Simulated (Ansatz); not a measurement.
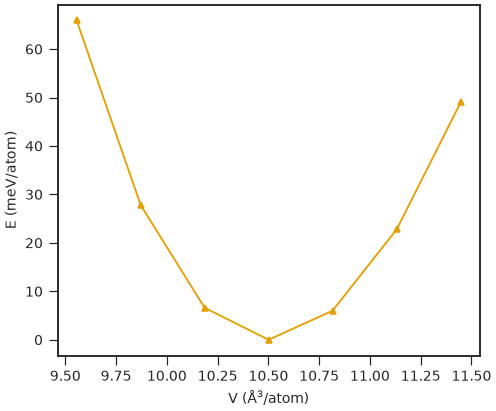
Figure: SiC (zinc blende, F-43m) under volume change, DFT-PBE in the program Ansatz with PAW potentials, scaled uniformly.

Question: What does a third-order Birch–Murnaghan fit give for V₀, B₀ and B′?

Answer: V₀ = 10.50 Å³/atom, B₀ = 213 GPa, B′ = 3.9.

The PBE relaxation kept the symmetry of its start.

Potentials: the earlier of the program's two PAW sets.
